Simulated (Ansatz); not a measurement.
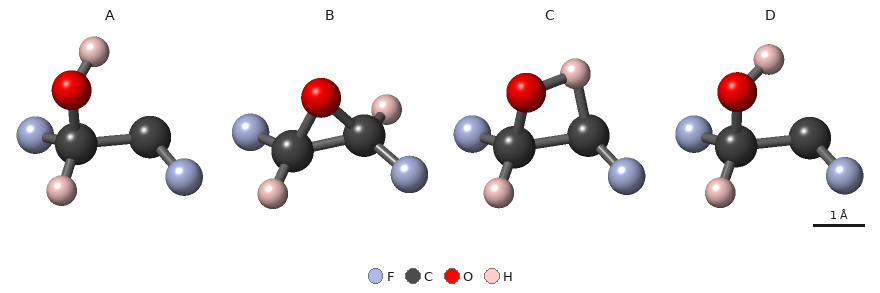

4 geometries from a converged minimum-energy path of C2H2F2O, shuffled. A ball-and-stick model, seen from a free direction.

Method: Ansatz, RKS BHLYP-D4/cc-pVDZ. Settings: 7 movable images; climbing image; force threshold 0.05 eV/Å; iteration limit 58; starting path through a guess of the saddle point.

**Which frame is the transition state?**

C. In order along the path, whose images run from 0 to 8: B (image 0, 0.0 kcal/mol), C (image 4, +68.8 kcal/mol), D (image 6, +52.0 kcal/mol), A (image 7, +49.3 kcal/mol). Breaking: C–H (1.09 → 2.32 Å), C–O (1.39 → 2.26 Å). Forming: H–O (2.12 → 0.96 Å).

Cost: 2.9 min on 1 thread of Arm Neoverse V1, with other jobs on the host, peak memory 0.15 GiB.
